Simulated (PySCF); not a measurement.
# SiS₂: a search over shapes

Which structure of SiS₂ lies lowest? The starts are linear and bent; the spin state tried: singlet. Each end point is tested by its vibrations.

Program: PySCF 2.14.0. Level of theory: PBE0, basis Si def2-TZVP, S def2-TZVP, no relativity, density fitting. These are calculated values, not measurements.

## (1) The system as given

3 atoms, charge 0, spin multiplicity 1.

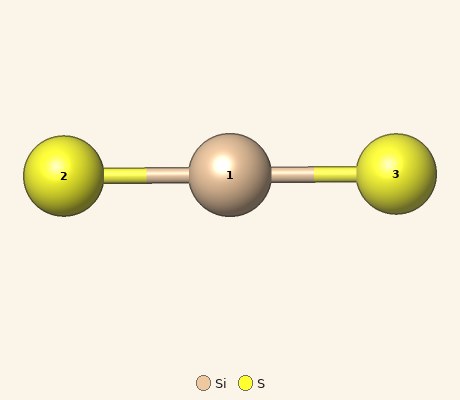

As it starts; silicon light orange, sulfur yellow; atoms are numbered from 1 in the order of the file.

```xyz
3
charge 0 multiplicity 1
Si    0.0000    0.0000    0.0000
S     0.0000    0.0000    2.0100
S     0.0000    0.0000   -2.0100
```

## (2) Finding the electronic state

One driver script runs all steps and calls PySCF; scf.py shows how it sets up the SCF of each step. The optimiser is the driver's own. After this first run the driver tries any further starts and a stability analysis.

The input, scf.py:

```python
from pyscf import gto, scf, dft
mol = gto.M(atom='''
Si     0.000000     0.000000     0.000000
S      0.000000     0.000000     2.010000
S      0.000000     0.000000    -2.010000''',
    basis={'Si': 'def2-TZVP', 'S': 'def2-TZVP'},
    charge=0, spin=0)
mf = dft.RKS(mol, xc='PBE0')
mf.grids.atom_grid = (50, 194)
aux = {'Si': 'def2-universal-JKFIT', 'S': 'def2-universal-JKFIT'}
mf = mf.density_fit(auxbasis=aux)
mf.conv_tol = 1e-08
mf.diis_space = 10
mf.max_cycle = 60
mf.init_guess = 'minao'
mf.verbose = 4
mf.kernel()
```

Started as:

```
OMP_NUM_THREADS=2 python axn.py task.json out
```

Output:

```text
init E= -1085.71244399815
  HOMO = -0.30907817849997  LUMO = -0.134485967765833  gap/eV = 4.75090
cycle= 1 E= -1085.47875532133  delta_E= 0.234  |g|= 0.447  |ddm|= 1.94
  HOMO = -0.266681095775045  LUMO = -0.119307839184044  gap/eV = 4.01023
cycle= 2 E= -1085.24485540008  delta_E= 0.234  |g|= 0.983  |ddm|= 1.25
  HOMO = -0.287363968025803  LUMO = -0.0994738955412231  gap/eV = 5.11275
cycle= 3 E= -1085.54840682827  delta_E= -0.304  |g|= 0.0512  |ddm|= 0.837
  HOMO = -0.297017493022778  LUMO = -0.107946912950386  gap/eV = 5.14487
cycle= 4 E= -1085.54885872554  delta_E= -0.000452  |g|= 0.0226  |ddm|= 0.0595
  HOMO = -0.29513265638402  LUMO = -0.105140242632675  gap/eV = 5.16996
cycle= 5 E= -1085.54902078159  delta_E= -0.000162  |g|= 0.00236  |ddm|= 0.0204
  HOMO = -0.295312178828347  LUMO = -0.105129482876066  gap/eV = 5.17513
cycle= 6 E= -1085.54902193545  delta_E= -1.15e-06  |g|= 0.000284  |ddm|= 0.00241
  HOMO = -0.295284387396464  LUMO = -0.105106395815927  gap/eV = 5.17501
cycle= 7 E= -1085.54902195262  delta_E= -1.72e-08  |g|= 5.89e-05  |ddm|= 0.000263
  HOMO = -0.295295281957307  LUMO = -0.10511647769825  gap/eV = 5.17503
cycle= 8 E= -1085.54902195342  delta_E= -8.05e-10  |g|= 5.64e-06  |ddm|= 6.45e-05
  HOMO = -0.295293995286105  LUMO = -0.105114968522859  gap/eV = 5.17503
Extra cycle  E= -1085.54902195344  delta_E= -1.41e-11  |g|= 3.38e-06  |ddm|= 1.34e-05
converged SCF energy = -1085.54902195344
```

This step, with its further starts and checks, needed 7.4 s of wall time on 2 threads of Arm Neoverse N1, shared host.

No lower closed-shell solution turned up in the test of internal stability.

## (3) Relaxing the singlet from the linear start

The program finds D∞h symmetry in the start, which this walk keeps. Threshold on the gradient: 0.0003 Eh/bohr, with a further test on the energy change.

scf.py, as its differences from that of step 2:

```diff
@@ -15 +14,0 @@
-mf.init_guess = 'minao'
```

The optimiser's trace:

| step | energy (Eh) | change (kJ/mol) | largest symmetric gradient (Eh/bohr) |
| --- | --- | --- | --- |
| 0 | -1085.549022 | 0.00 | 0.04700 |
| 1 | -1085.557757 | -22.94 | 0.00413 |
| 2 | -1085.557804 | -23.06 | 0.00099 |
| 3 | -1085.557807 | -23.06 | 0.00002 |

The walk took 8.4 s.

Positions (Å) and forces (eV/Å) along the way:

```
step 0
Si   0.000   0.000   0.000   0.000   0.000   0.000
S    0.000   0.000   2.010   0.000   0.000  -2.417
S    0.000   0.000  -2.010   0.000   0.000   2.417
step 1
Si   0.000   0.000   0.000   0.000   0.000   0.000
S    0.000   0.000   1.912   0.000   0.000   0.212
S    0.000   0.000  -1.912   0.000   0.000  -0.212
step 2
Si   0.000   0.000   0.000   0.000   0.000   0.000
S    0.000   0.000   1.920   0.000   0.000  -0.051
S    0.000   0.000  -1.920   0.000   0.000   0.051
step 3
Si   0.000   0.000   0.000   0.000   0.000   0.000
S    0.000   0.000   1.918   0.000   0.000  -0.001
S    0.000   0.000  -1.918   0.000   0.000   0.001
```

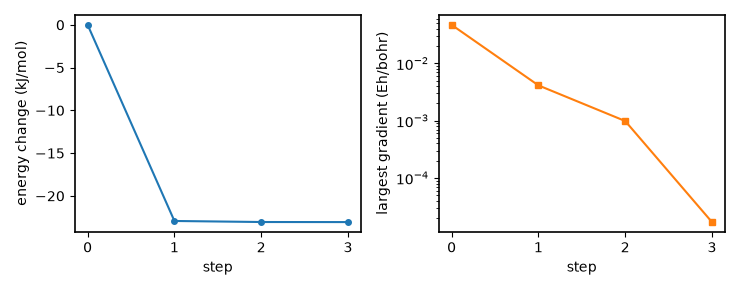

How energy and gradient fall.

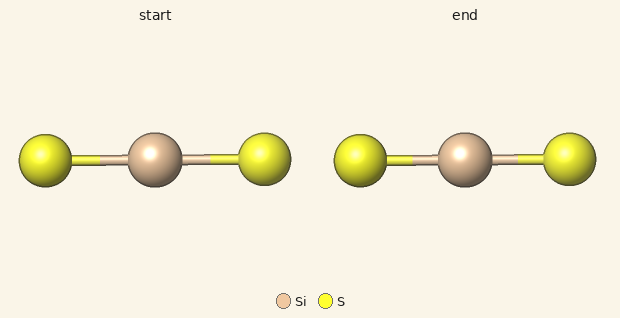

Start and end of the relaxation.

It settles in D∞h symmetry, 23.1 kJ/mol below the start, after 3 steps: Si–S 1.918 Å (×2); S–Si–S 180.0°.

## (4) Frequencies

The point is checked on the finer grid, and tightened if its gradient asks for it. The Hessian and the dipole derivatives come from central differences of analytic gradients, with steps of 0.02 bohr.

scf.py, as its differences from that of step 3:

```diff
@@ -4,2 +4,2 @@
-S      0.000000     0.000000     2.010000
-S      0.000000     0.000000    -2.010000''',
+S     -0.000000     0.000000     1.918226
+S      0.000000     0.000000    -1.918226''',
@@ -9 +9 @@
-mf.grids.atom_grid = (50, 194)
+mf.grids.atom_grid = (75, 302)
@@ -12 +12 @@
-mf.conv_tol = 1e-08
+mf.conv_tol = 1e-10
```

This SCF starts from the last density.

SCF at the final geometry:

```text
init E= -1085.55782720956
  HOMO = -0.298862371032665  LUMO = -0.0830333980403807  gap/eV = 5.87301
cycle= 1 E= -1085.55782720955  delta_E= 5.91e-12  |g|= 6.59e-06  |ddm|= 9.67e-06
  HOMO = -0.298862912289604  LUMO = -0.0830348139226787  gap/eV = 5.87298
Extra cycle  E= -1085.55782720952  delta_E= 3.27e-11  |g|= 1.19e-05  |ddm|= 1.58e-05
converged SCF energy = -1085.55782720952
```

The whole step took 21 s.

Geometry: D∞h; Si–S 1.918 Å (×2); S–Si–S 180.0°.

Harmonic modes (main isotopes):

```
symmetry  ω (cm⁻¹)  IR (km/mol)
      πu       193         17.5
     σg+       528          0.0
     σu+       942          169
```

No imaginary mode, so this is a minimum.

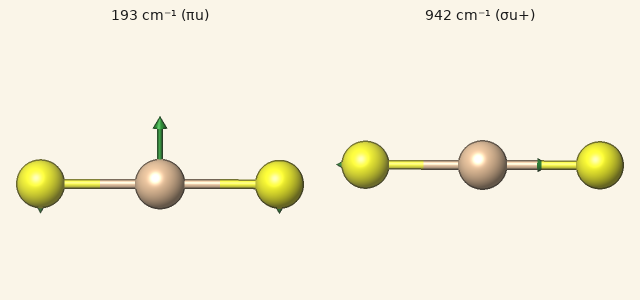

Displacements of 2 of the modes, as arrows (one member where a mode is degenerate).

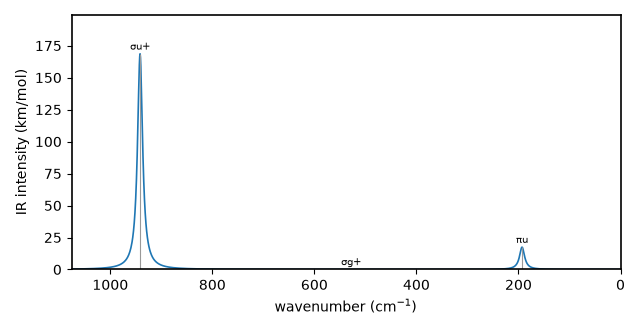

The harmonic infrared spectrum (widths in cm⁻¹). Lines are broadened to a width of 12 cm⁻¹ (Lorentzian).

Properties at this point:

- Dipole moment: 0.00 D
- Highest occupied level: -8.13 eV
- Lowest empty level: -2.26 eV
- Rotational constants: 0.07165 cm⁻¹
- Zero-point energy: 11.1 kJ/mol
- Principal polarisabilities: 41.1, 41.1, 101.4 bohr³
- Atomisation energy without zero-point energy: 948 kJ/mol
- Principal traceless quadrupole moments about the centre of mass: -2.69, 1.35, 1.35 D Å
- Entropy at 298.15 K and 1 bar: 255.4 J/(mol K)
- Heat capacity Cp at 298.15 K: 51.4 J/(mol K)
- Enthalpy at 298.15 K above 0 K: 12.34 kJ/mol
- Rotational symmetry number: 2

Charges (e) and bond orders:

| atom | Mulliken | Löwdin | polar tensor | Mayer order to Si1 |
| --- | --- | --- | --- | --- |
| Si1 | 0.41 | -0.34 | 0.89 | – |
| S2,3 | -0.20 | 0.17 | -0.44 | 2.23 |

Mulliken populations on Si1: s 5.11, p 8.01, d 0.42, f 0.05.

## (5) Relaxation: bent start, singlet

The program finds C2v symmetry in the start, which this walk keeps.

scf.py, as its differences from that of step 4:

```diff
@@ -3,3 +3,3 @@
-Si     0.000000     0.000000     0.000000
-S     -0.000000     0.000000     1.918226
-S      0.000000     0.000000    -1.918226''',
+Si     0.000000     0.000000    -0.802005
+S      1.646500     0.000000     0.350895
+S     -1.646500     0.000000     0.350895''',
@@ -9 +9 @@
-mf.grids.atom_grid = (75, 302)
+mf.grids.atom_grid = (50, 194)
@@ -12 +12 @@
-mf.conv_tol = 1e-10
+mf.conv_tol = 1e-08
```

Energy and gradient, step by step:

| step | energy (Eh) | change (kJ/mol) | largest symmetric gradient (Eh/bohr) |
| --- | --- | --- | --- |
| 0 | -1085.484162 | 0.00 | 0.07139 |
| 1 | -1085.519153 | -91.87 | 0.05100 |
| 2 | -1085.544057 | -157.25 | 0.03037 |
| 3 | -1085.554632 | -185.02 | 0.01479 |
| 4 | -1085.557559 | -192.70 | 0.00370 |
| 5 | -1085.557763 | -193.24 | 0.00383 |
| 6 | -1085.557803 | -193.34 | 0.00111 |
| 7 | -1085.557807 | -193.35 | 0.00001 |

The walk took 17 s.

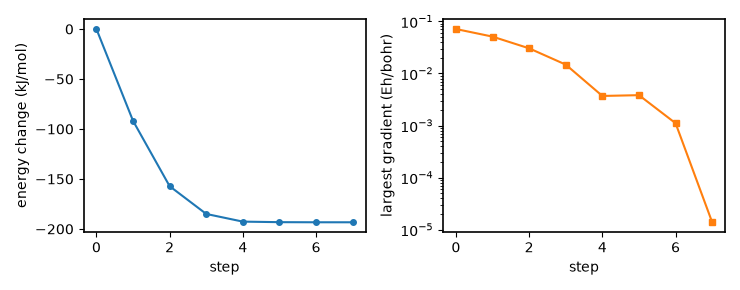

Energy and largest gradient along the walk.

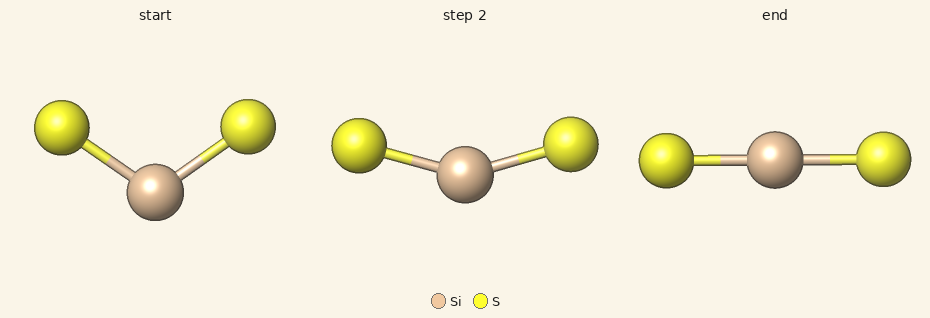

The geometry along the walk, at one scale.

After 7 steps and 193.4 kJ/mol it ends at D∞h: Si–S 1.918 Å (×2); S–Si–S 180.0°.

## (6) Fields at the lowest minimum

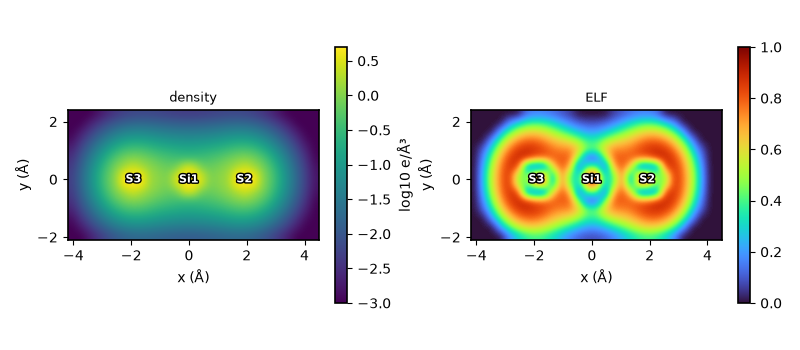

The plane holds Si1 at (0.00, 0.00), S2 at (1.92, 0.00), S3 at (-1.92, 0.00) Å. ELF is set to 0 where the density is under 0.005 e/Å³; an orbital's overall sign is arbitrary.

Orbitals, density, ELF and potential are computed afterwards from the orbital file.

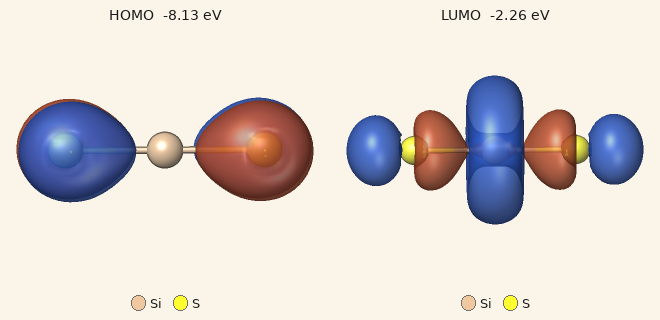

Frontier orbitals at PBE0; each surface holds 70 % of the orbital's density, blue and red mark the sign.

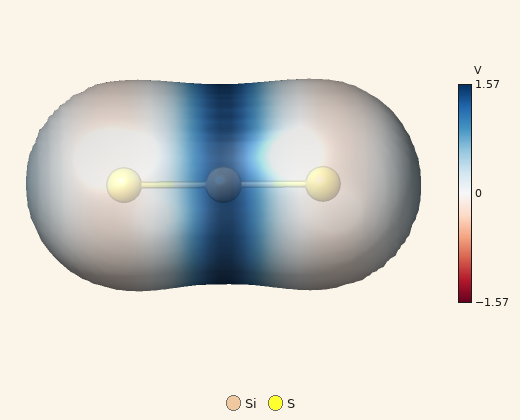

Electrostatic potential on the surface of density 0.002 e/bohr³; red is low, blue high. It runs, from the 1st to the 99th percentile, from -0.16 V near S3 to 1.57 V near Si1.

Along Si1–S2 (1.918 Å) the density is least, 0.90 e/Å³, about 0.77 Å from Si1; ELF there is 0.44.

Values on the line from Si1 (at 0) through S2 (at 1.918 Å):

| distance (Å) | density (e/Å³) | ELF | electrostatic potential (V) |
| --- | --- | --- | --- |
| -0.67 | 0.91 | 0.146 | 36.4 |
| -0.48 | 2.52 | 0.237 | 72.2 |
| -0.29 | 22.2 | 0.862 | 192 |
| -0.10 | 161 | 0.222 | 1.25e+03 |
| 0.19 | 57.8 | 0.775 | 410 |
| 0.38 | 7.32 | 0.708 | 111 |
| 0.58 | 1.19 | 0.0772 | 50.3 |
| 0.77 | 0.903 | 0.442 | 27.7 |
| 0.96 | 1.06 | 0.786 | 21.1 |
| 1.15 | 1.25 | 0.706 | 28.6 |
| 1.34 | 1.47 | 0.174 | 56.6 |
| 1.53 | 5.36 | 0.307 | 131 |
| 1.73 | 71.3 | 0.841 | 461 |
| 2.01 | 200 | 0.239 | 1.41e+03 |
| 2.21 | 20.2 | 0.802 | 222 |
| 2.40 | 2 | 0.0805 | 83.4 |
| 2.59 | 1.09 | 0.583 | 36.7 |
| 2.78 | 0.674 | 0.861 | 16.7 |
| 2.97 | 0.355 | 0.844 | 7.77 |

Making the fields needed 1.7 s of wall time on 2 threads of Arm Neoverse N1, shared host.

## (7) Results

```
                                 quantity                             value
                           lowest minimum                      singlet, D∞h
                                 geometry  Si–S 1.918 Å (×2); S–Si–S 180.0°
                       wavenumbers (cm⁻¹)    193 (πu), 528 (σg+), 942 (σu+)
                            dipole moment                            0.00 D
     highest occupied, lowest empty level                   -8.13, -2.26 eV
               polar-tensor charge of Si1                           +0.89 e
                        zero-point energy                       11.1 kJ/mol
                      entropy at 298.15 K                   255.4 J/(mol K)
atomisation energy (no zero-point energy)                        948 kJ/mol
```

The lowest minimum found is the singlet of D∞h symmetry. In the infrared the band at 942 cm⁻¹ (σu+) leads. The dipole vanishes although Si1 carries +0.9 e by the polar tensor: the bond dipoles cancel. A search over typed starts can miss a lower isomer.

The search up to here took 63 s.
